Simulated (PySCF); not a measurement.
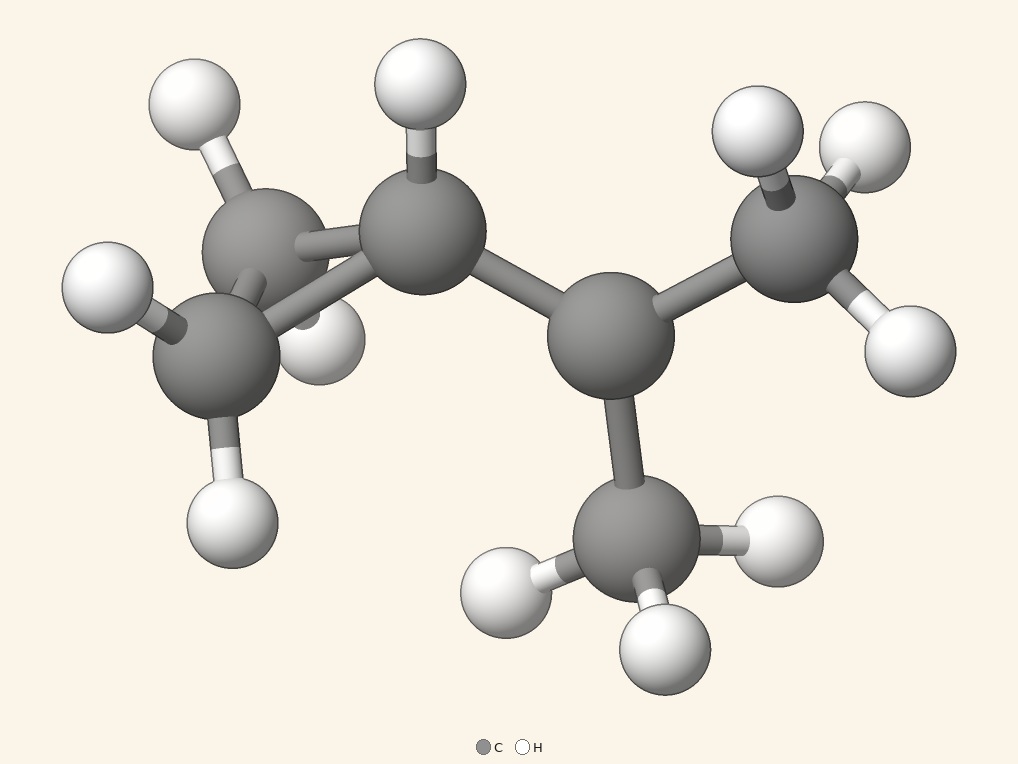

Every bond is drawn as one stick, whatever its order.

The species has charge +1 and is a spin singlet. Computed geometry: PBE0-D3(BJ)/def2-SVP optimisation. No frequency run is at hand to confirm it as a minimum.

> Give the formula.

C6H11(+), 17 atoms: 6 carbon and 11 hydrogen.

> Does it have rings?

Independent rings (smallest set): 1 of 3 members.

> Give a SMILES string for it.

C[C+](C)C1CC1

> What is the point group of this geometry?

C1.

More results for the same structure follow; atom numbers are the same in all pictures, views and colours differ.

## Shape

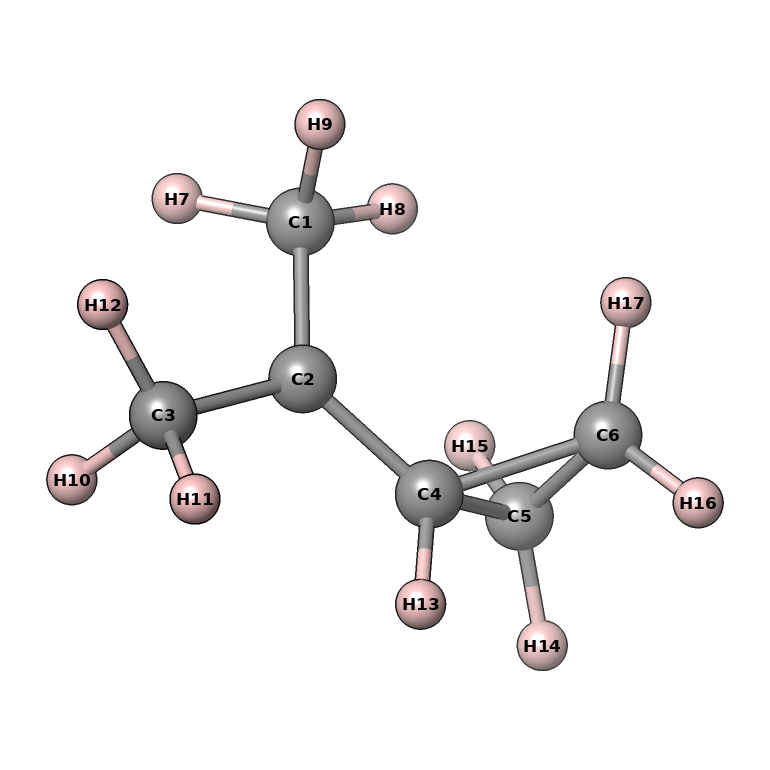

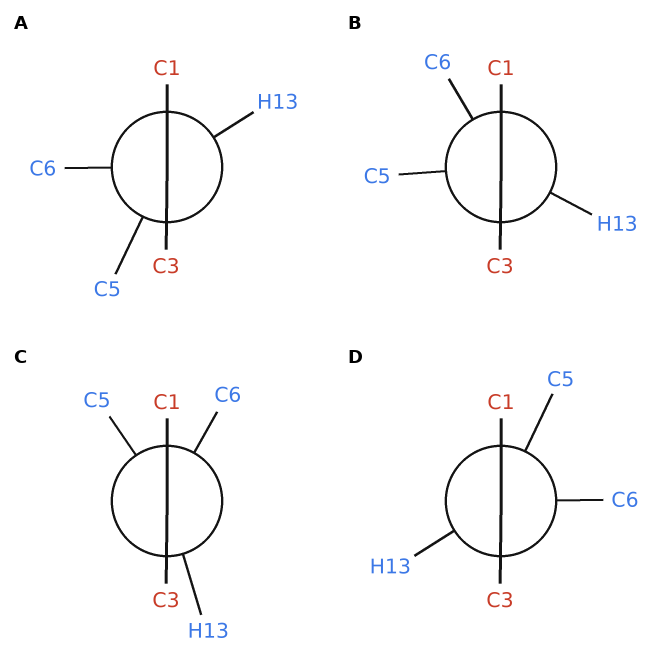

Depth is shown by fading: the farther an atom, the more it takes the colour of the background. Bonds that would overlap in a projection are set slightly apart. No frequency run is at hand to confirm it as a minimum.

> Which Newman projection shows the view along C2–C4, with C2 in front?

C. The torsion angle C1–C2–C4–C5 is −34°, synclinal (gauche).

## Levels of theory compared

No frequency run is at hand to confirm it as a minimum. Program: PySCF 2.14.0.

At this fixed geometry, give HOMO energy (eV) at these levels: BHandHLYP/aug-pcX-1 (pcseg-1 on H); CAM-B3LYP/def2-SVPD; CAM-B3LYP/def2-SVPD in methanol (IEF-PCM); CAM-B3LYP/def2-SVPD in tetrahydrofuran (IEF-PCM); PBE0/pcSseg-1 in methanol (IEF-PCM); PBE0/pcSseg-1 in tetrahydrofuran (IEF-PCM).

```
                                           level  HOMO energy (eV)
              BHandHLYP/aug-pcX-1 (pcseg-1 on H)            −15.02
                             CAM-B3LYP/def2-SVPD            −15.31
       CAM-B3LYP/def2-SVPD in methanol (IEF-PCM)            −10.91
CAM-B3LYP/def2-SVPD in tetrahydrofuran (IEF-PCM)            −11.38
             PBE0/pcSseg-1 in methanol (IEF-PCM)             −9.66
      PBE0/pcSseg-1 in tetrahydrofuran (IEF-PCM)            −10.13
```

## NMR shielding

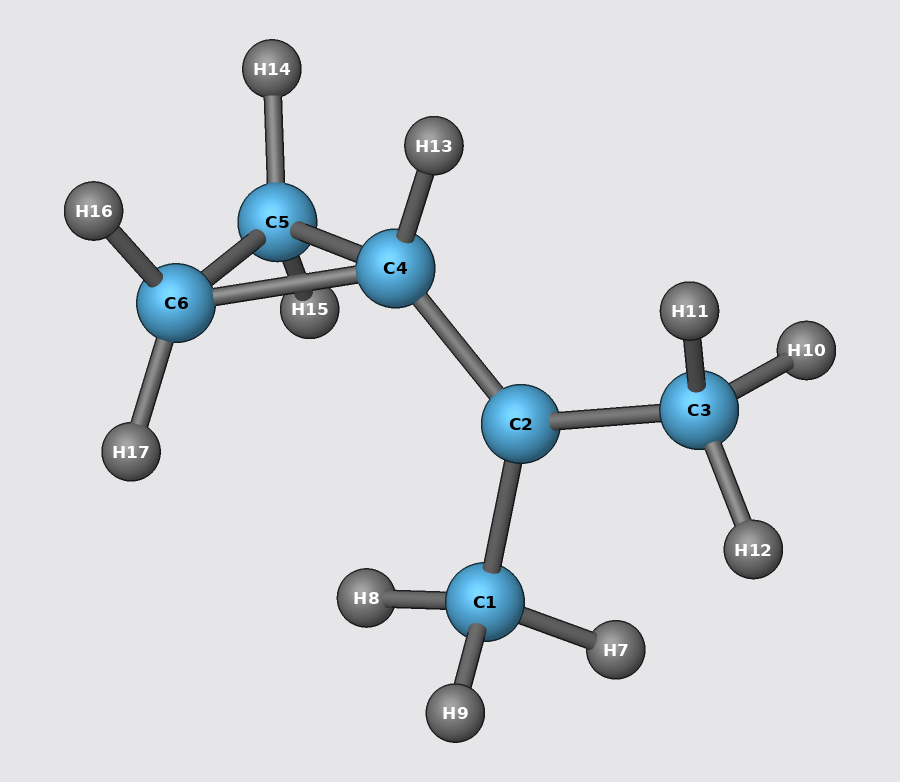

The questions are on isotropic NMR shieldings of the C atoms. No frequency run is at hand to confirm it as a minimum. Method: GIAO PBE0/pcSseg-1 NMR shielding, non-relativistic, IEF-PCM tetrahydrofuran (PySCF 2.14.0).

> Which C atom is the most shielded (lowest chemical shift)?

C1 (151.2 ppm).

> Which C atom is the least shielded (highest chemical shift)?

C2 (−116.2 ppm).

> How wide is the range of C shifts?

267.4 ppm.

List the isotropic NMR shieldings of the C atoms.

```json
{"atom": "C1", "σ (ppm)": "151.2"}
{"atom": "C2", "σ (ppm)": "−116.2"}
{"atom": "C3", "σ (ppm)": "140.7"}
{"atom": "C4", "σ (ppm)": "127.1"}
{"atom": "C5", "σ (ppm)": "130.2"}
{"atom": "C6", "σ (ppm)": "131.9"}
```

## Excitation

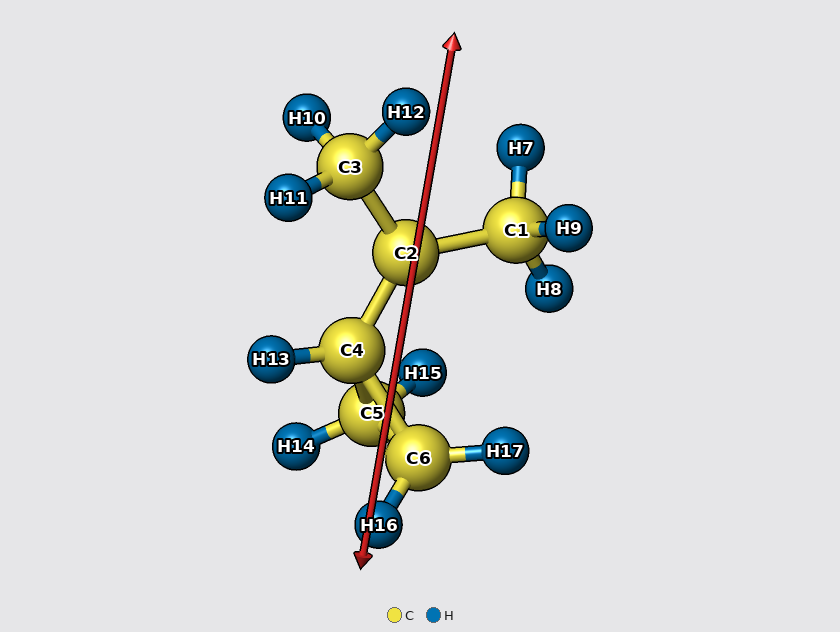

The double arrow shows the direction of the transition dipole to excited singlet state 2 (its length means nothing). No frequency run is at hand to confirm it as a minimum. Level of theory: TDDFT CAM-B3LYP/def2-SVPD, vertical, gas phase, core orbitals frozen in the response (PySCF 2.14.0).

> Where does the transition lie, and how strong is it?

5.87 eV (211 nm), oscillator strength 0.43, mainly HOMO → LUMO (weight 0.97); transition dipole 4.41 D.
